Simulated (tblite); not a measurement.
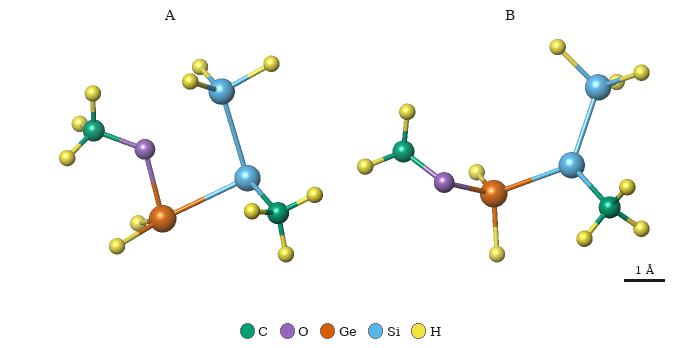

Two geometries of C$_{2}$H$_{11}$GeOSi$_{2}$ (multiplicity 2), drawn at one scale. One is the start of a relaxation, the other its converged end. Style: ball-and-stick. Shown at a tilt.

These are results of GFN2-xTB geometry optimisation, gas phase in tblite 0.8.0, not measurements. 

Which of the two is the end point?

Answer. Structure A is the relaxed one. The largest move after the best rigid fit is that of an H atom, 2.09 Å. Largest moves by element: H 2.09 Å, O 1.61 Å, C 1.03 Å, Si 1.02 Å, Ge 0.68 Å. Some distances before and after: O–Si 4.719 → 2.484 Å, Si–Si 2.146 → 2.357 Å, Ge–Si 2.252 → 2.421 Å, C–Si 1.819 → 1.924 Å. Bond angles that change, for instance: Si–Ge–H 108.1° → 142.8°, O–Ge–Si 110.0° → 77.7°, Ge–Si–Si 120.8° → 100.1°. Groups turn about C–O by about 95°, Ge–O by about 65°. After 251 geometry steps the energy has fallen by 26.5 kcal/mol. The run took 2 s on 1 thread of Arm Neoverse V2, with other jobs on the host.
